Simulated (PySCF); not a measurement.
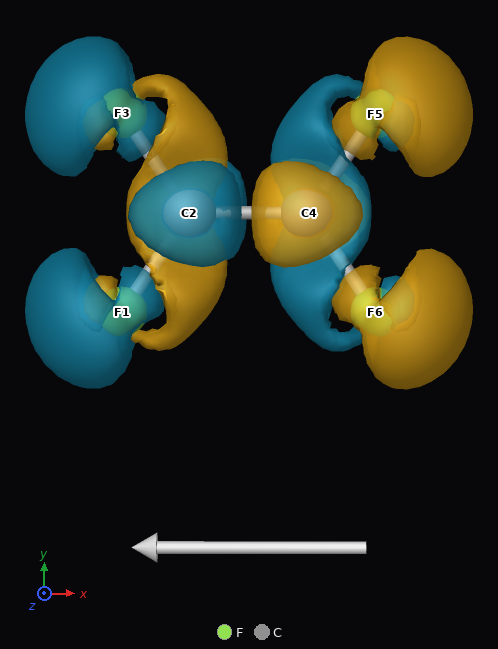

C$_{2}$F$_{4}$, SMILES `FC(F)=C(F)F`. Change of the electron density in a uniform field of 0.21 V/Å along −x (arrow), surfaces at ±0.0015 e/Å³ (yellow: gain, teal: loss).

Computed with PySCF, ωB97X/def2-TZVP, geometry: GFN2-xTB. No frequency check shows the geometry to be a minimum. A basis without diffuse functions makes polarisabilities too small.

Input script:

```python
import numpy as np
from pyscf import gto, scf, dft
from pyscf.scf import atom_ks, atom_hf
from scipy.linalg import block_diag

def solve(mol, dm0=None, hcore=None):
    mf = (dft.UKS if mol.spin else dft.RKS)(mol, xc='wb97x')
    mf.grids.level = 3
    mf = mf.density_fit(auxbasis='def2-universal-jkfit')
    mf.conv_tol, mf.max_cycle = 1e-8, 80
    if hcore is not None:
        mf.get_hcore = lambda *args: hcore
    mf.kernel(dm0)
    if not mf.converged:
        mf = mf.newton().run(mf.mo_coeff, mf.mo_occ, max_cycle=30)
    assert mf.converged, 'SCF not converged'
    return mf

mol = gto.M(atom='''
F     -1.40062    -1.09585     0.00000
C     -0.66438    -0.00044     0.00000
F     -1.40062     1.09615     0.00000
C      0.66438    -0.00044     0.00000
F      1.40062     1.09615     0.00000
F      1.40062    -1.09585     0.00000
''', basis='def2-tzvp', charge=0, spin=0, verbose=4)
field = np.array([0.004, 0.0, 0.0])  # atomic units
mol.set_common_orig(mol.atom_charges() @ mol.atom_coords() / mol.atom_charges().sum())
mf = solve(mol)
out = dict(dm0=mf.make_rdm1(), d0=mf.dip_moment(unit='AU'), e0=mf.e_tot)
for name, sign in (('p', 1), ('m', -1)):
    h = mf.get_hcore() + sign * np.einsum('x,xij->ij', field, mol.intor('int1e_r'))
    mi = solve(mol, mf.make_rdm1(), h)
    out.update({'dm' + name: mi.make_rdm1(), 'd' + name: mi.dip_moment(unit='AU'), 'e' + name: mi.e_tot})
# spherically averaged free atoms, for the promolecule
atm = atom_ks.get_atm_nrks(mol, xc='wb97x')
pro = block_diag(*[(atm[a[0]][2] * atm[a[0]][3]) @ atm[a[0]][2].T for a in mol._atom])
np.savez('result.npz', pro=pro, **out)
```

Command:

```sh
OMP_NUM_THREADS=1 python input.py
```

The run took 63 s on 1 thread of AMD EPYC 7571, with other jobs on the host, peak memory 0.87 GiB.

Partitions, critical points and surface values were worked out afterwards from this run's density.

The field was applied in both directions; the picture shows the one opposite to the script's first.

What dipole is induced, and what polarisability does it imply?

Answer. The induced dipole is 0.36 D (along the field); α along this axis, from the fields in both directions, is 36 bohr³ (5.3 Å³).
